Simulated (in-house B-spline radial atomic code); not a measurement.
# Ag⁺: density, ELF and screening along the radius

Aim: the shell structure of Ag⁺ in the radial density, the electron localisation function and the screened nuclear charge, under several settings.

The numbers are computed with in-house B-spline radial atomic code version 1 (several methods, spin-polarised, as named in each step; spherical all-electron atom at the radial basis limit), except any that are marked as measured or tabulated.

### 1 The atom as given

```
element       : silver (Z = 47)
charge        : +1
electrons     : 46
configuration : [Kr] 4d10
nucleus       : point (non-relativistic runs) or finite (X2C runs)
```

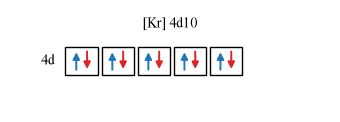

Occupation of the outer shells (arrows by Hund's rule).

Where spins are not typed, each open shell is filled with up spins first.

### 2 M06-L, non-rel.

The run's settings:

```ini
Z = 47
electrons = 46.0
configuration = [Kr] 4d10
hamiltonian = nr
method = m06l
spin_polarised = True
```

The run is started by

```
$ python run_scf.py task.json out
```

The settings of every run stand in task.json; they run in order.

Results of the run (chosen fields of its result record, rounded):

```text
{
  "status": "converged",
  "scf [iteration, energy, orbital gradient]": [
    [1, -5199.68265709, 0.195],
    [2, -5199.71278115, 0.00837],
    [3, -5199.71473738, 0.00372],
    [4, -5199.71487187, 0.00133],
    [5, -5199.71487151, 0.000564],
    [6, -5199.71488089, 0.000397],
    [7, -5199.71488776, 5.82e-05],
    [8, -5199.71488789, 6.25e-06],
    [9, -5199.71488789, 2.45e-07]
  ],
  "energy [hartree]": {"total": -5199.71488789, "kinetic": 5197.48473959, "nuclear": -12371.1722547, "coulomb": 2120.13480851, "xc": -146.162181245},
  "orbitals [hartree, bohr; up spins, the down spins are equal]": [
    ["name", "occ", "eps", "<r>", "<r^2>", "<1/r>", "r_max", "density_at_nucleus", "spin_orbit_zeta"],
    ["1s up", 1.0, -903.28161, 0.032392, 0.0014041, 46.477, 0.021457, 32273.0, "-"],
    ["2s up", 1.0, -131.1194, 0.14032, 0.023143, 10.596, 0.11892, 3346.9, "-"],
    ["2p up", 3.0, -121.83278, 0.12005, 0.017538, 10.57, 0.093551, "-", 3.9683],
    ["3s up", 1.0, -24.417938, 0.3793, 0.16436, 3.7847, 0.34368, 629.28, "-"],
    ["3p up", 3.0, -20.643962, 0.37208, 0.16051, 3.6871, 0.33109, "-", 0.69644],
    ["3d up", 5.0, -13.755654, 0.3454, 0.14187, 3.5254, 0.27541, "-", 0.090463],
    ["4s up", 1.0, -3.6259986, 0.94628, 1.0129, 1.4356, 0.85307, 112.06, "-"],
    ["4p up", 3.0, -2.4401745, 1.0178, 1.1854, 1.3196, 0.89434, "-", 0.10887],
    ["4d up", 5.0, -0.57762037, 1.3582, 2.2402, 0.99138, 1.0316, "-", 0.0082445]
  ],
  "sum_r [bohr^k]": {"-1": 263.2164, "1": 29.09157, "2": 34.40472},
  "density_at_nucleus [bohr^-3]": 72723.45,
  "spin_density_at_nucleus [bohr^-3]": 0.0,
  "mass_velocity [hartree]": -393.8022,
  "darwin [hartree]": 285.9057,
  "radius_at_0.001 [bohr]": 3.459,
  "radius_enclosing_fraction [bohr]": {"0.5": 0.4059, "0.9": 1.437, "0.99": 2.592},
  "slater [hartree]": {
    "F0(4p up,4p up)": 0.88481,
    "F2(4p up,4p up)": 0.46612,
    "F0(4p up,4p down)": 0.88481,
    "F2(4p up,4p down)": 0.46612,
    "F0(4p up,4d up)": 0.7589,
    "F2(4p up,4d up)": 0.37249,
    "G1(4p up,4d up)": 0.46852,
    "G3(4p up,4d up)": 0.28587,
    "F0(4p up,4d down)": 0.7589,
    "F2(4p up,4d down)": 0.37249,
    "F0(4p down,4p down)": 0.88481,
    "F2(4p down,4p down)": 0.46612,
    "F0(4p down,4d up)": 0.7589,
    "F2(4p down,4d up)": 0.37249,
    "F0(4p down,4d down)": 0.7589,
    "F2(4p down,4d down)": 0.37249,
    "G1(4p down,4d down)": 0.46852,
    "G3(4p down,4d down)": 0.28587,
    "F0(4d up,4d up)": 0.67162,
    "F2(4d up,4d up)": 0.33051,
    "F4(4d up,4d up)": 0.21456,
    "F0(4d up,4d down)": 0.67162,
    "F2(4d up,4d down)": 0.33051,
    "F4(4d up,4d down)": 0.21456,
    "F0(4d down,4d down)": 0.67162,
    "F2(4d down,4d down)": 0.33051,
    "F4(4d down,4d down)": 0.21456
  }
}
```

Run time: 0.36 s. Hardware: 1 thread, shared host.

radius_at_0.001 is where the density falls to 0.001 electrons per bohr³. Meta-GGA runs start from a PBE run whose iterations are not counted.

Fields along the radius, from the same record (one point in 2):

| r (bohr) | 4πr²n (1/bohr) | ELF | screened charge r·V (e) | reduced gradient s |
| --- | --- | --- | --- | --- |
| 0.00460 | 12.57 | 0.9991 | 45.80 | 0.4180 |
| 0.00684 | 22.54 | 0.9985 | 45.23 | 0.4478 |
| 0.0102 | 36.64 | 0.9964 | 44.42 | 0.4950 |
| 0.0151 | 51.09 | 0.9876 | 43.30 | 0.5650 |
| 0.0225 | 58.69 | 0.9298 | 41.76 | 0.6643 |
| 0.0334 | 54.55 | 0.6018 | 39.73 | 0.7219 |
| 0.0497 | 51.37 | 0.3093 | 37.06 | 0.4809 |
| 0.0738 | 65.85 | 0.5861 | 33.61 | 0.2796 |
| 0.110 | 74.00 | 0.7459 | 29.39 | 0.4322 |
| 0.163 | 54.80 | 0.3787 | 24.69 | 0.5042 |
| 0.243 | 56.43 | 0.5181 | 19.39 | 0.2159 |
| 0.361 | 53.14 | 0.7699 | 14.22 | 0.4684 |
| 0.537 | 20.58 | 0.2344 | 9.938 | 0.7490 |
| 0.798 | 18.35 | 0.5994 | 5.998 | 0.2084 |
| 1.19 | 14.65 | 0.7344 | 2.877 | 0.5668 |
| 1.76 | 4.767 | 0.3759 | 1.464 | 1.037 |
| 2.62 | 0.9018 | 0.08596 | 1.061 | 2.018 |
| 3.90 | 0.06223 | 0.004687 | 1.004 | 5.619 |

### 3 LDA (VWN5), X2C

The run's settings:

```ini
Z = 47
electrons = 46.0
configuration = [Kr] 4d10
hamiltonian = x2c
method = lda,vwn
spin_polarised = True
nucleus = fermi
rms_radius = 4.5454
mass_number = 107
atomic_mass = 106.905091509
speed_of_light = 137.035999084
```

From the record:

```text
{
  "status": "converged",
  "iterations": 9,
  "energy [hartree]": {"total": -5309.68395472, "kinetic": 5555.08146342, "nuclear": -12869.5256588, "coulomb": 2149.67155156, "xc": -144.911310913},
  "orbitals [hartree, bohr; up spins, the down spins are equal]": [
    ["name", "occ", "eps", "<r>"],
    ["1s up", 1.0, -928.34936, 0.030594],
    ["2s up", 1.0, -136.98968, 0.13461],
    ["2p up", 3.0, -123.05738, 0.11748],
    ["3s up", 1.0, -25.347287, 0.36906],
    ["3p up", 3.0, -20.76164, 0.36789],
    ["3d up", 5.0, -13.475597, 0.34611],
    ["4s up", 1.0, -3.7935824, 0.91205],
    ["4p up", 3.0, -2.4609705, 1.001],
    ["4d up", 5.0, -0.58512079, 1.3893]
  ],
  "sum_r [bohr^k]": {"-1": 278.2575, "1": 29.16521, "2": 35.27825}
}
```

Run time: 0.3 s. Hardware: 1 thread, shared host.

Fields along the radius, from the same record (one point in 4):

| r (bohr) | 4πr²n (1/bohr) | ELF | screened charge r·V (e) | reduced gradient s |
| --- | --- | --- | --- | --- |
| 0.00462 | 18.05 | 0.9992 | 45.74 | 0.5798 |
| 0.0102 | 43.65 | 0.9959 | 44.32 | 0.5704 |
| 0.0227 | 60.34 | 0.9002 | 41.58 | 0.7089 |
| 0.0502 | 52.95 | 0.3187 | 36.82 | 0.4329 |
| 0.111 | 73.51 | 0.7369 | 29.14 | 0.4615 |
| 0.246 | 57.67 | 0.5597 | 19.12 | 0.2173 |
| 0.546 | 19.95 | 0.2152 | 9.737 | 0.6896 |
| 1.21 | 13.59 | 0.7032 | 2.853 | 0.5861 |
| 2.68 | 0.8579 | 0.08283 | 1.069 | 1.963 |

### 4 PBE, X2C

Changes to the settings of step 3:

```diff
@@ -4,3 +4,3 @@
 hamiltonian = x2c
-method = lda,vwn
+method = pbe,pbe
 spin_polarised = True
```

From the record:

```text
{
  "status": "converged",
  "iterations": 10,
  "energy [hartree]": {"total": -5314.77819668, "kinetic": 5562.38866115, "nuclear": -12877.4826371, "coulomb": 2150.40364946, "xc": -150.087870158},
  "orbitals [hartree, bohr; up spins, the down spins are equal]": [
    ["name", "occ", "eps", "<r>"],
    ["1s up", 1.0, -929.5645, 0.030562],
    ["2s up", 1.0, -137.13225, 0.13447],
    ["2p up", 3.0, -123.09225, 0.11743],
    ["3s up", 1.0, -25.389026, 0.36836],
    ["3p up", 3.0, -20.76952, 0.36739],
    ["3d up", 5.0, -13.457975, 0.34585],
    ["4s up", 1.0, -3.7905258, 0.91291],
    ["4p up", 3.0, -2.4548103, 1.0017],
    ["4d up", 5.0, -0.57463729, 1.3875]
  ],
  "sum_r [bohr^k]": {"-1": 278.4408, "1": 29.14493, "2": 35.22448}
}
```

Wall time 0.34 s (1 thread, shared host).

Fields along the radius, from the same record (one point in 4):

| r (bohr) | 4πr²n (1/bohr) | ELF | screened charge r·V (e) | reduced gradient s |
| --- | --- | --- | --- | --- |
| 0.00462 | 18.11 | 0.9992 | 45.74 | 0.5801 |
| 0.0102 | 43.75 | 0.9959 | 44.32 | 0.5707 |
| 0.0227 | 60.38 | 0.9001 | 41.58 | 0.7096 |
| 0.0502 | 52.93 | 0.3183 | 36.82 | 0.4323 |
| 0.111 | 73.54 | 0.7374 | 29.14 | 0.4621 |
| 0.246 | 57.70 | 0.5603 | 19.12 | 0.2157 |
| 0.545 | 19.90 | 0.2147 | 9.754 | 0.6977 |
| 1.21 | 13.66 | 0.7047 | 2.843 | 0.5869 |
| 2.67 | 0.8597 | 0.08257 | 1.071 | 1.956 |

### 5 Hartree-Fock, X2C

Changes to the settings of step 4:

```diff
@@ -4,3 +4,3 @@
 hamiltonian = x2c
-method = pbe,pbe
+method = hf
 spin_polarised = True
```

From the record:

```text
{
  "status": "converged",
  "iterations": 10,
  "energy [hartree]": {"total": -5312.64634759, "kinetic": 5561.7450457, "nuclear": -12878.271461, "coulomb": 2151.96510213, "exact_exchange": -148.085034397},
  "orbitals [hartree, bohr; up spins, the down spins are equal]": [
    ["name", "occ", "eps", "<r>"],
    ["1s up", 1.0, -942.73045, 0.030552],
    ["2s up", 1.0, -142.20978, 0.13423],
    ["2p up", 3.0, -127.39181, 0.11747],
    ["3s up", 1.0, -27.665114, 0.36629],
    ["3p up", 3.0, -22.664931, 0.36565],
    ["3d up", 5.0, -14.773064, 0.34461],
    ["4s up", 1.0, -4.5668766, 0.92136],
    ["4p up", 3.0, -3.042192, 1.0095],
    ["4d up", 5.0, -0.80976273, 1.367]
  ],
  "sum_r [bohr^k]": {"-1": 278.453, "1": 28.97585, "2": 34.38906}
}
```

Run time: 0.46 s. Hardware: 1 thread, shared host.

Fields along the radius, from the same record (one point in 4):

| r (bohr) | 4πr²n (1/bohr) | ELF | screened charge r·V (e) | reduced gradient s |
| --- | --- | --- | --- | --- |
| 0.00460 | 17.99 | 0.9992 | 45.74 | 0.5796 |
| 0.0102 | 43.75 | 0.9959 | 44.31 | 0.5700 |
| 0.0225 | 60.45 | 0.9050 | 41.62 | 0.7080 |
| 0.0498 | 52.70 | 0.3147 | 36.88 | 0.4392 |
| 0.110 | 73.91 | 0.7428 | 29.23 | 0.4577 |
| 0.244 | 57.47 | 0.5502 | 19.22 | 0.2122 |
| 0.539 | 20.15 | 0.2186 | 9.853 | 0.7260 |
| 1.19 | 14.36 | 0.7204 | 2.885 | 0.5628 |
| 2.64 | 0.8430 | 0.08020 | 1.062 | 2.052 |

### 6 TPSSh, X2C

Changes to the settings of step 5:

```diff
@@ -4,3 +4,3 @@
 hamiltonian = x2c
-method = hf
+method = tpssh
 spin_polarised = True
```

From the record:

```text
{
  "status": "converged",
  "iterations": 9,
  "energy [hartree]": {"total": -5314.97846278, "kinetic": 5562.37340946, "nuclear": -12877.6952088, "coulomb": 2150.65661025, "exact_exchange": -14.7961730278, "xc": -135.517100642},
  "orbitals [hartree, bohr; up spins, the down spins are equal]": [
    ["name", "occ", "eps", "<r>"],
    ["1s up", 1.0, -931.7835, 0.03055],
    ["2s up", 1.0, -137.79188, 0.13437],
    ["2p up", 3.0, -123.59074, 0.11741],
    ["3s up", 1.0, -25.705304, 0.36778],
    ["3p up", 3.0, -21.00704, 0.36703],
    ["3d up", 5.0, -13.590262, 0.34585],
    ["4s up", 1.0, -3.8920013, 0.91539],
    ["4p up", 3.0, -2.5291846, 1.0038],
    ["4d up", 5.0, -0.59760546, 1.381]
  ],
  "sum_r [bohr^k]": {"-1": 278.4439, "1": 29.0941, "2": 34.97504}
}
```

Run time: 0.69 s. Hardware: 1 thread, shared host.

Fields along the radius, from the same record (one point in 4):

| r (bohr) | 4πr²n (1/bohr) | ELF | screened charge r·V (e) | reduced gradient s |
| --- | --- | --- | --- | --- |
| 0.00462 | 18.11 | 0.9992 | 45.74 | 0.5794 |
| 0.0102 | 43.76 | 0.9959 | 44.32 | 0.5704 |
| 0.0226 | 60.42 | 0.9024 | 41.60 | 0.7088 |
| 0.0501 | 52.86 | 0.3170 | 36.84 | 0.4338 |
| 0.111 | 73.54 | 0.7382 | 29.14 | 0.4627 |
| 0.245 | 57.58 | 0.5552 | 19.17 | 0.2138 |
| 0.543 | 20.00 | 0.2164 | 9.787 | 0.7063 |
| 1.20 | 13.92 | 0.7109 | 2.873 | 0.5783 |
| 2.66 | 0.8521 | 0.08130 | 1.069 | 1.996 |

### 7 Results

| run | total energy (hartree) | highest level (eV) | radius holding 50 / 90 / 99 % (bohr) | radius at n = 0.001 (bohr) | ELF minima on the full grid (bohr) |
| --- | --- | --- | --- | --- | --- |
| M06-L, non-rel. | -5199.7149 | -15.718 | 0.406 / 1.44 / 2.59 | 3.46 | 0.050, 0.20, 0.65 |
| LDA (VWN5), X2C | -5309.6840 | -15.922 | 0.403 / 1.45 / 2.69 | 3.59 | 0.050, 0.20, 0.55 |
| PBE, X2C | -5314.7782 | -15.637 | 0.402 / 1.45 / 2.69 | 3.59 | 0.050, 0.20, 0.55 |
| Hartree-Fock, X2C | -5312.6463 | -22.035 | 0.402 / 1.44 / 2.61 | 3.51 | 0.050, 0.20, 0.54 |
| TPSSh, X2C | -5314.9785 | -16.262 | 0.402 / 1.45 / 2.66 | 3.57 | 0.050, 0.20, 0.54 |

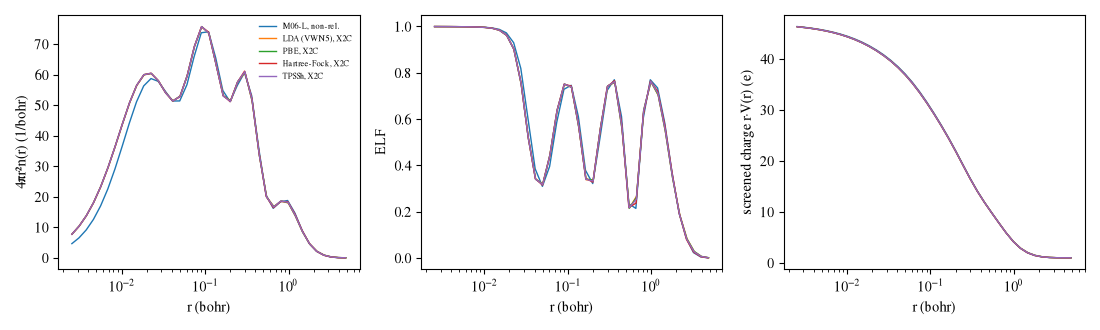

Radial density, ELF and screened nuclear charge of all runs.

In the first run ELF has 3 minima on the grid, which mark the borders between shells. On the record's full grid the screened charge (r times the electrostatic potential) falls from 46.9 near the nucleus to 1.00 at 4.8 bohr; far out it tends to the net charge, 1. The radius that holds 99 % of the electrons runs from 2.59 bohr (M06-L, non-rel.) to 2.69 bohr (LDA (VWN5), X2C). The grid is coarse (about 22 % a step), so the places of minima are rough. For X2C runs ELF uses the non-relativistic kinetic energy density, and the fields carry no picture-change correction.
